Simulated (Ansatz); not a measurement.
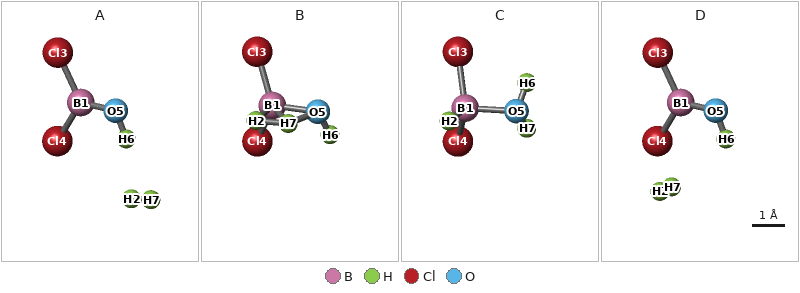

4 geometries from a converged minimum-energy path of BH3OCl2, shuffled. Style: ball-and-stick. Shown at a tilt.

These are results of Ansatz, RKS PBE0/def2-SVP, not measurements. Settings: 7 movable images; climbing image; force threshold 0.05 eV/Å; iteration limit 60; starting path through a guess of the saddle point.

> One of them is the converged climbing image. Which?

B. In order along the path, whose images run from 0 to 8: C (image 0, 0.0 kcal/mol), B (image 3, +27.3 kcal/mol), D (image 6, −13.9 kcal/mol), A (image 8, −14.6 kcal/mol). Breaking: B1–H2 (1.20 → 1.36 at the top → 3.46 Å), O5–H7 (0.97 → 1.27 at the top → 3.06 Å). Forming: H2–H7 (2.90 → 1.03 at the top → 0.76 Å).

The run took 5.7 min on 1 thread of Arm Neoverse V2, on a shared host, peak memory 0.16 GiB.
